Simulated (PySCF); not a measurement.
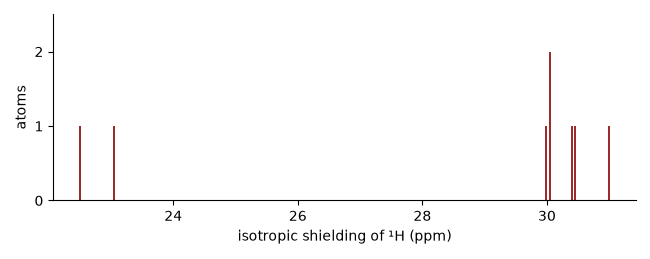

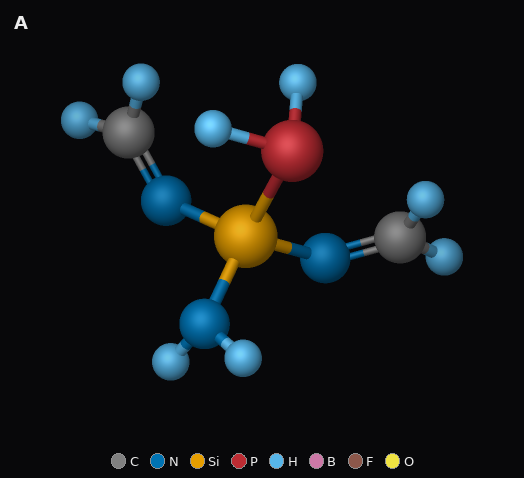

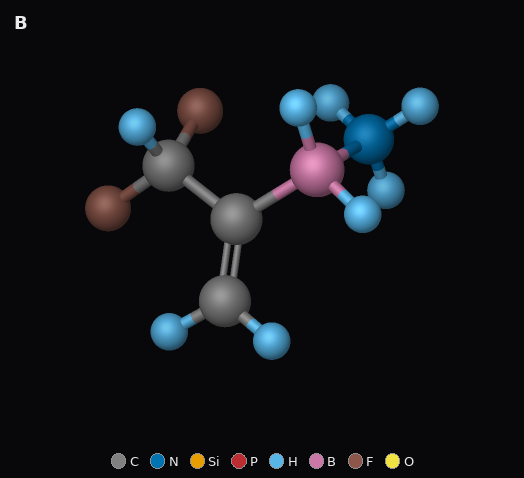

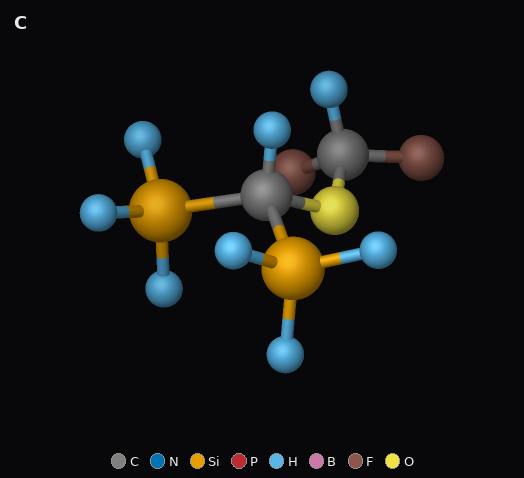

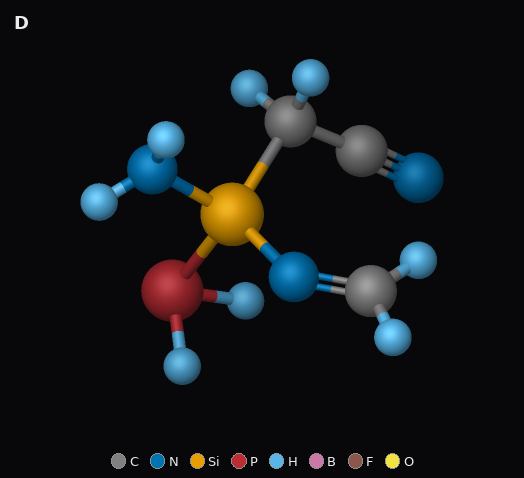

The sticks are computed shieldings of one of the molecules, for one fixed geometry (GFN2-xTB) without averaging over rotations. Low shielding means a high chemical shift. Method: GIAO PBE0/pcSseg-1 NMR shielding, non-relativistic, gas phase (PySCF 2.14.0).

**Match the spectrum to a structure.**

D, `C=N[Si@](N)(P)CC#N`. Its 8 H atoms give lines at 22.50, 23.04, 29.98, 30.05 (2 atoms), 30.41, 30.46, 31.00 ppm.

The geometry is semi-empirical. Around B, P, Si such bond lengths and angles can be off by a tenth of an ångström or more and by several degrees, and values that hang on the shape move with them.
